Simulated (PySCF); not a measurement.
# [BBr2]+: singlet, from a linear start

Aim: relax [BBr2]+ as a singlet from a linear start, check by its vibrations whether the end is a minimum, and collect its spectrum and constants.

The runs use PySCF 2.14.0; PBE0, basis B def2-TZVP, Br def2-TZVP, no relativity, density fitting.

### 1 Starting geometry

3 atoms, charge 1, spin multiplicity 1.

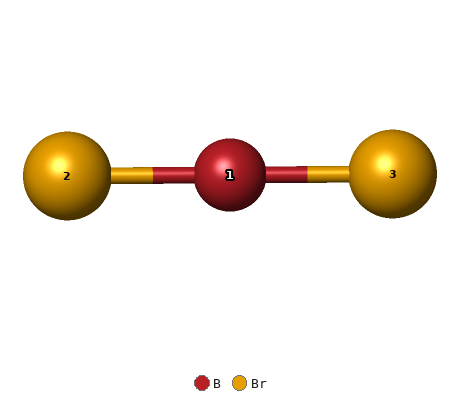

Start geometry, drawn with boron red, bromine amber; atoms are numbered from 1 in the order of the file.

Coordinates in bohr (charge 1 multiplicity 1):
```
B     0.0000    0.0000    0.0000
Br    0.0000    0.0000    3.6853
Br    0.0000    0.0000   -3.6853
```

### 2 The SCF at the typed geometry

The steps below are one call of a driver around PySCF. For each, scf.py gives the equivalent set-up of the SCF; relaxations use the driver's own optimiser. After this first run the driver tries any further starts and a stability analysis.

scf.py reads:

```python
from pyscf import gto, scf, dft
mol = gto.M(atom='''
B      0.000000     0.000000     0.000000
Br     0.000000     0.000000     1.950200
Br     0.000000     0.000000    -1.950200''',
    basis={'B': 'def2-TZVP', 'Br': 'def2-TZVP'},
    charge=1, spin=0)
mf = dft.RKS(mol, xc='PBE0')
mf.grids.atom_grid = (50, 194)
aux = {'B': 'def2-universal-JKFIT', 'Br': 'def2-universal-JKFIT'}
mf = mf.density_fit(auxbasis=aux)
mf.conv_tol = 1e-08
mf.diis_space = 10
mf.max_cycle = 60
mf.init_guess = 'minao'
mf.verbose = 4
mf.kernel()
```

On the command line:

```console
$ OMP_NUM_THREADS=4 python axn.py task.json out
```

After this run come: Relaxation: linear start, singlet; Is it a minimum? Harmonic modes.

What does the calculation give? Wanted: minimum; geometry; wavenumbers; dipole moment; highest occupied, lowest empty level; polar-tensor charge of B1; zero-point energy.

The runs gave:

| quantity | value |
| --- | --- |
| minimum | singlet, D∞h |
| geometry | B–Br 1.761 Å (×2); Br–B–Br 180.0° |
| wavenumbers (cm⁻¹) | 279 (πu), 339 (σg+), 1275 (σu+) |
| dipole moment (centre of mass) | 0.00 D |
| highest occupied, lowest empty level | -15.52, -8.11 eV |
| polar-tensor charge of B1 | +1.01 e |
| zero-point energy | 13.0 kJ/mol |
| entropy at 298.15 K | 265.9 J/(mol K) |

In words: The linear start keeps its D∞h symmetry and ends in a minimum. In the infrared the band at 1275 cm⁻¹ (σu+) leads. Other starts or spin states, not run here, may lie lower.
